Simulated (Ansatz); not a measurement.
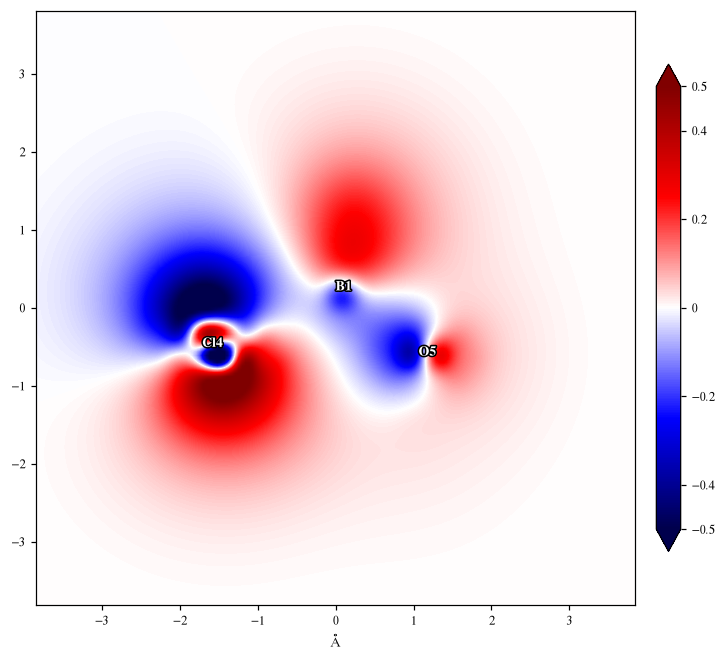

The picture shows: BClH2O···H2O. The HOMO on the plane of atoms Cl4, B1 and O5 (values in Å⁻³ᐟ²; the overall sign is arbitrary).

All numbers below come from RKS PBE0/6-31G* (Ansatz 0.2.0).

Input

```
crystal:
  periodic: [false, false, false]
  atoms:
    - { symbol: B, position_ang: [-0.006326, 0.422453, -0.374142] }
    - { symbol: O, position_ang: [0.089503, 0.024734, 2.201461] }
    - { symbol: H, position_ang: [-0.860022, -0.158343, 2.179586] }
    - { symbol: Cl, position_ang: [1.370909, -0.440678, -1.071745] }
    - { symbol: O, position_ang: [-1.268729, -0.03583, -0.497485] }
    - { symbol: H, position_ang: [-1.307758, -0.898295, -0.934037] }
    - { symbol: H, position_ang: [0.169483, 1.496809, 0.109956] }
    - { symbol: H, position_ang: [0.138841, 0.96045, 1.900506] }
basis:
  gaussian: { orbitals: "6-31G*" }
hamiltonian:
  xc: pbe0
relax:
  f_tol: 0.03
  max_steps: 50
output:
  orbitals: {}
```

Command:

```sh
ansatz run input.yaml --threads 1 --pin off --max-ram 2048MiB --backend cpu --events-out ev --progress --plain --runs-dir out
```

The fields are those of the run's last geometry, not of the input's.

> Describe this orbital and give its energy.

Its weight (Hirshfeld) is mainly on Cl4 (about 70 %), H7 (about 10 %) and B1 (about 10 %); largely a lone pair of Cl4. Its energy is −8.10 eV.
